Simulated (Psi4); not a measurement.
# SiS (SMILES [Si-]#[S+]) at FNO-CCSD(T)/cc-pVDZ (occ tolerance 1e-05, sweep point 5)

What is the energy change on altering one bond length of SiS at FNO-CCSD(T)/cc-pVDZ (occ tolerance 1e-05, sweep point 5)? 

The results are computed with Psi4 1.11.

## 1. The structure to begin with

SiS has 2 atoms, charge 0, and is taken as a singlet. SMILES: `[Si-]#[S+]`. The bond length is the measured one.

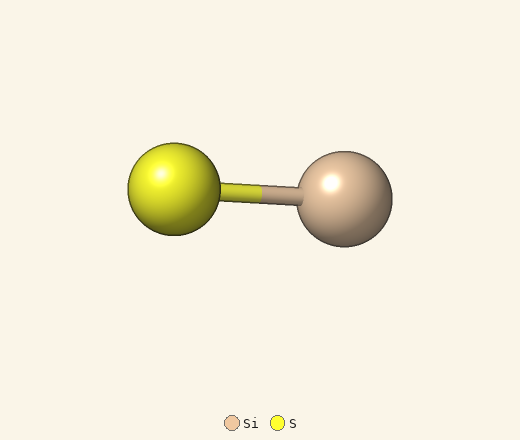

The structure, seen from a chosen angle (silicon light orange, sulfur yellow).

## 2. The energy at FNO-CCSD(T)/cc-pVDZ (occ tolerance 1e-05, sweep point 5)

Contents of job.inp:

```
memory 1600 MB

molecule {
  0 1
  Si     0.000000     0.000000     0.000000
  S      0.000000     0.000000     1.929321
  symmetry c1
}

set basis cc-pVDZ
set reference rhf
set puream true
set scf_type pk
set num_frozen_docc 10
set occ_tolerance 1e-05

e = energy('fno-ccsd(t)')
print_variables()
```

Command:

```
$ psi4 -n 1 job.inp job.out
```

job.out:

```text
[...]
  Running in c1 symmetry.
[...]
  Nuclear repulsion =   61.439073741528752
[...]
  Multiplicity = 1
[...]
  Nalpha       = 15
  Nbeta        = 15
[...]
    Number of basis functions: 36
[...]
   @RHF iter   1:  -686.45263006804987   -5.52632e-01   5.47360e-03 DIIS/ADIIS
[...]
   @RHF iter  10:  -686.48078228321208   -5.68434e-13   1.41013e-09 DIIS
[...]
    Orbital Energies [Eh]
    ---------------------
    Doubly Occupied:
       1A    -91.937525     2A    -68.841004     3A     -8.942562
       4A     -6.623275     5A     -6.621589     6A     -6.621589
       7A     -6.186359     8A     -4.287148     9A     -4.287075
      10A     -4.287075    11A     -0.943829    12A     -0.572973
      13A     -0.387845    14A     -0.387289    15A     -0.387289
[...]
  @RHF Final Energy:  -686.48078228321208
   => Energetics <=
    Nuclear Repulsion Energy =             61.4390737415287518
    One-Electron Energy =               -1073.2108596628963824
    Two-Electron Energy =                 325.2910036381556438
    Total Energy =                       -686.4807822832119655
[...]
 Multipole Moments:
 ------------------------------------------------------------------------------------
     Multipole            Electronic (a.u.)      Nuclear  (a.u.)        Total (a.u.)
 ------------------------------------------------------------------------------------
 L = 1.  Multiply by 2.5417464519 to convert [e a0] to [Debye]
 Dipole X            :          0.0000000            0.0000000            0.0000000
 Dipole Y            :          0.0000000            0.0000000            0.0000000
 Dipole Z            :         -0.8821235            0.0013275           -0.8807960
 Magnitude           :                                                    0.8807960
[...]
      * MP2 total energy:                   -686.684155278567
[...]
      * MP2 total energy:                   -686.684155278567
[...]
      * MP3 total energy:                   -686.702175551390
[...]
      * CCSD total energy:                  -686.706046767369
[...]
      * CCSD(T) total energy                -686.716866907874
[...]
```

Wall time 6 s (1 thread of Intel Xeon 6975P-C (Granite Rapids), shared host); peak memory 0.27 GiB.

## 3. The distorted shape

Contents of input.dat:

```
memory 1.6 GB

molecule m {
  0 1
  Si     0.000000     0.000000    -0.964679
  S      0.000000     0.000000     1.929321
  symmetry c1
}

set {
  reference rhf
  puream true
  scf_type pk
  num_frozen_docc 10
  occ_tolerance 1e-05
}

energy('fno-ccsd(t)/cc-pVDZ')
```

Command:

```
$ psi4 -i input.dat -o output.dat -n 1
```

output.dat:

```text
[...]
  Running in c1 symmetry.
[...]
  Nuclear repulsion =   40.959120660013824
[...]
  Multiplicity = 1
[...]
  Nalpha       = 15
  Nbeta        = 15
[...]
    Number of basis functions: 36
[...]
   @RHF iter   1:  -686.01433815044402   -7.72618e-01   1.27889e-02 ADIIS/DIIS
[...]
   @RHF iter  15:  -686.29325780894783   -3.41061e-13   1.48201e-09 DIIS
[...]
    Orbital Energies [Eh]
    ---------------------
    Doubly Occupied:
       1A    -91.926929     2A    -68.939655     3A     -8.918345
       4A     -6.600185     5A     -6.596026     6A     -6.596026
       7A     -6.273204     8A     -4.373671     9A     -4.373671
      10A     -4.369767    11A     -0.809712    12A     -0.612740
      13A     -0.320135    14A     -0.308101    15A     -0.308101
[...]
  @RHF Final Energy:  -686.29325780894783
   => Energetics <=
    Nuclear Repulsion Energy =             40.9591206600138236
    One-Electron Energy =               -1031.8522193460116796
    Two-Electron Energy =                 304.5998408770500419
    Total Energy =                       -686.2932578089478284
[...]
 Multipole Moments:
 ------------------------------------------------------------------------------------
     Multipole            Electronic (a.u.)      Nuclear  (a.u.)        Total (a.u.)
 ------------------------------------------------------------------------------------
 L = 1.  Multiply by 2.5417464519 to convert [e a0] to [Debye]
 Dipole X            :          0.0000000            0.0000000            0.0000000
 Dipole Y            :          0.0000000            0.0000000            0.0000000
 Dipole Z            :         -2.4041490            0.0019913           -2.4021578
 Magnitude           :                                                    2.4021578
[...]
      * MP2 total energy:                   -686.497728384372
[...]
      * MP2 total energy:                   -686.497728384372
[...]
      * MP3 total energy:                   -686.517823395902
[...]
      * CCSD total energy:                  -686.551449607797
[...]
      * CCSD(T) total energy                -686.599047791833
[...]
```

Run time: 4.2 s. Hardware: 1 thread of Intel Xeon 6975P-C (Granite Rapids), shared host; peak memory 0.27 GiB.

## 4. What came out

Level: FNO-CCSD(T)/cc-pVDZ (occ tolerance 1e-05, sweep point 5), 10 core orbitals frozen.

| quantity | value |
| --- | --- |
| first shape: total energy | -686.71687 Eh |
| first shape: HOMO energy (Hartree–Fock orbitals) | -10.54 eV |
| first shape: LUMO energy (Hartree–Fock orbitals) | 0.87 eV |
| first shape: HOMO–LUMO gap (Hartree–Fock orbitals) | 11.41 eV |
| first shape: correlation energy (10 core orbitals frozen) | -236.1 mEh |
| first shape: (T) correction | -10.82 mEh |
| first shape: T1 diagnostic | 0.025 |
| distorted shape: total energy | -686.59905 Eh |
| distorted shape: HOMO energy (Hartree–Fock orbitals) | -8.38 eV |
| distorted shape: LUMO energy (Hartree–Fock orbitals) | -1.20 eV |
| distorted shape: HOMO–LUMO gap (Hartree–Fock orbitals) | 7.18 eV |
| distorted shape: correlation energy (10 core orbitals frozen) | -305.8 mEh |
| distorted shape: (T) correction | -47.60 mEh |
| distorted shape: T1 diagnostic | 0.191 |
| energy change with the Si1–S2 bond stretched from 1.929 to 2.894 Å | 3.206 eV |

With the Si1–S2 bond stretched from 1.929 to 2.894 Å the energy rises by 3.21 eV (309 kJ/mol). The first shape isn't relaxed at this level, so the change isn't measured from a minimum. A restricted reference can't describe the breaking bond well at this length. The T1 diagnostic (first shape) of 0.025 is above the customary mark for such species, so a single reference may not serve. The triples (first shape) make up 4.6 % of the correlation energy. The T1 diagnostic (distorted shape) of 0.191 is above the customary mark for such species, so a single reference may not serve. The triples (distorted shape) make up 15.6 % of the correlation energy.
